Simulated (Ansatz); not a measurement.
The calculation's input:

```
crystal:
  lattice:
    - [2.7712214419, 0.0, 0.0]
    - [-1.3856107209, 2.3999481682, 0.0]
    - [0.0, 0.0, 4.1491510433]
  atoms:
    - { symbol: Ta, position: [0.0, 0.0, 0.0] }
    - { symbol: F, position: [0.6666666667, 0.3333333333, 0.5] }
basis:
  ecutwfc: 420
kpoints:
  mp_grid: { grid: [24, 24, 14] }
hamiltonian:
  xc: pbe
scf:
  occupations: { method: gaussian, width: 0.1 }
output:
  forces: true
  stress: true
  eigenvalues: true
  write_density: true
  write_potential: true
  elf: true
  volumetric_format: npy
relax:
  adjacent_minimum: "off"
  f_tol: 0.01
  max_steps: 80
  cell: { stress_tol: 0.05 }
```

Command:

```sh
ansatz run input.yaml --threads 1 --pin off --max-ram 2560MiB --backend cpu --events-out ev --progress --plain --runs-dir out
```

Below, planes, directions and counts refer to the conventional cell (a = 2.79 Å, b = 2.79 Å, c = 4.14 Å, α = 90.00°, β = 90.00°, γ = 120.00°).

The fields are those of the run's last geometry, not of the input's.

Space group P-6m2; started from the tungsten carbide_187 prototype, which need not be the ambient phase.

These are results of DFT PBE, scalar-relativistic, plane waves, PAW (Ansatz 0.2.0), not measurements.

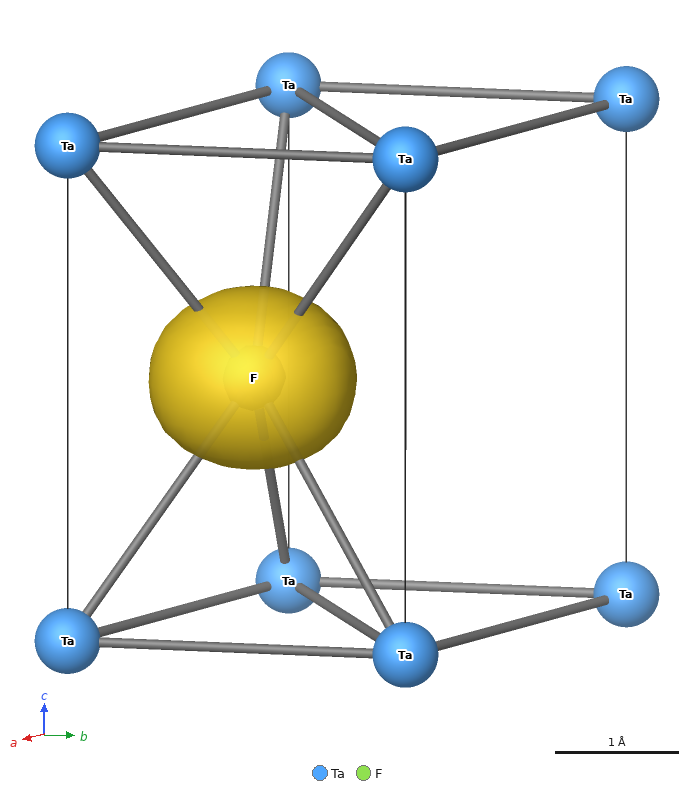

TaF. Isosurface of the ELF at 0.65 (yellow), seen at an oblique angle. Core shells and regions of very low density are left out. Sticks mark near contacts.

Q: What do the ELF domains correspond to?

A: The ELF exceeds this value in one region wrapped around F (its valence shell), counted in one cell of 2 atoms. Any copies at cell faces, edges or corners count once.

Values along the shortest contacts:
Ta–F (2.63 Å): the ELF is about 0.05 at the midpoint: no localised pair shows between them. Ta–Ta (2.79 Å): the ELF is about 0.35 at the midpoint.
